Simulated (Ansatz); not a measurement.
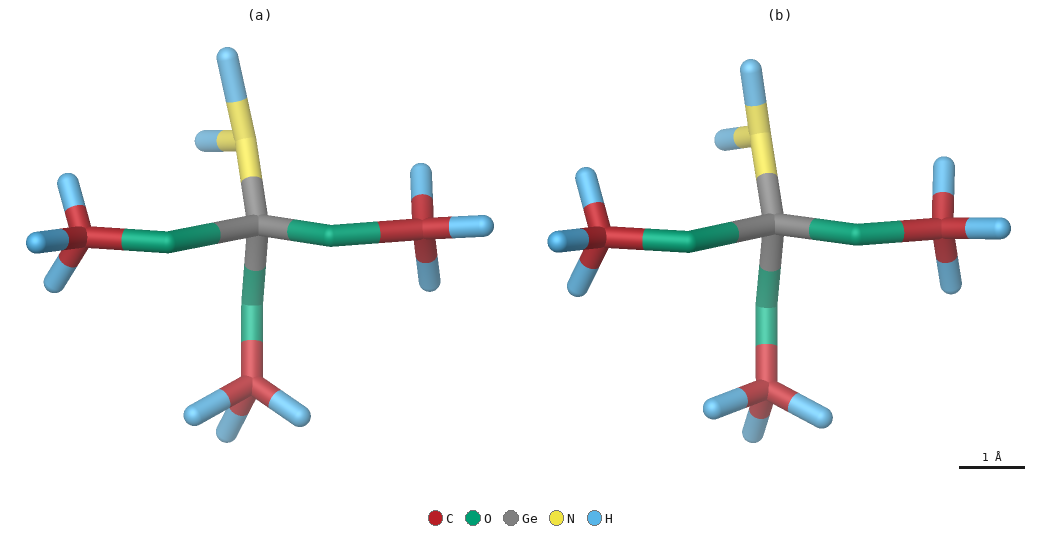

The structure of C$_{3}$H$_{11}$GeNO$_{3}$ before (left) and after (right) a relaxation, at one scale.

A stick model, seen at a tilt.

The calculation used RKS wPBEh/aug-cc-pVTZ (Ansatz).

The input:
```yaml
crystal:
  periodic: [false, false, false]
  atoms:
    - {symbol: C, position_ang: [-0.545540, -1.365053, 1.492958]}
    - {symbol: O, position_ang: [-0.945613, -0.821074, 0.385139]}
    - {symbol: Ge, position_ang: [0.009012, 0.120456, -0.516977]}
    - {symbol: N, position_ang: [-0.985751, 0.667802, -1.663652]}
    - {symbol: O, position_ang: [0.748257, 1.508373, 0.658082]}
    - {symbol: C, position_ang: [-0.196831, 2.414549, 1.191246]}
    - {symbol: O, position_ang: [1.348886, -0.513287, -0.795882]}
    - {symbol: C, position_ang: [1.449829, -1.720388, -1.706879]}
    - {symbol: H, position_ang: [0.160774, -2.073995, 1.609558]}
    - {symbol: H, position_ang: [-0.280227, -0.739033, 2.474162]}
    - {symbol: H, position_ang: [-1.441244, -1.761683, 2.196397]}
    - {symbol: H, position_ang: [-2.042543, 0.844285, -1.481344]}
    - {symbol: H, position_ang: [-0.878644, 1.680005, -2.552542]}
    - {symbol: H, position_ang: [0.598694, 3.297115, 1.821105]}
    - {symbol: H, position_ang: [-0.901608, 2.161026, 1.912492]}
    - {symbol: H, position_ang: [-0.681270, 2.906094, 0.553159]}
    - {symbol: H, position_ang: [2.171396, -2.275994, -2.161380]}
    - {symbol: H, position_ang: [0.712008, -1.477750, -2.528291]}
    - {symbol: H, position_ang: [0.650799, -2.551025, -1.230379]}
basis:
  gaussian: {orbitals: aug-cc-pVTZ}
hamiltonian: {xc: {name: wPBEh}}
relax: {f_tol: 0.001, max_steps: 2}
output: {forces: true}
```

Launched with:
```bash
ansatz run in.yaml --threads 4 --pin off --events-out ev --progress --plain --max-ram 66560MiB --backend cuda --devices 0, --max-vram 37GiB
```

Q: Summarise the run.

A: The relaxation stopped without meeting its thresholds, so the last structure isn't shown to be converged. The input was poor on purpose: steps. Over 1 geometry step the energy falls by 161.2 kcal/mol. The largest force component goes from 14 to 5.1 eV/Å. H13 moves most after the best rigid fit: 0.20 Å. By element the largest moves are H 0.20 Å, N 0.13 Å, C 0.13 Å, O 0.10 Å, Ge 0.07 Å. Near-neighbour distances that change, for instance: N4–H13 1.351 → 1.080 Å, C6–H14 1.345 → 1.167 Å, Ge3–O7 1.508 → 1.627 Å, C6–H16 0.940 → 1.048 Å. Bond angles that change, for instance: H10–C1–H11 81.8° → 102.7°, O7–C8–H17 138.6° → 121.2°, H18–C8–H19 90.1° → 106.3°.
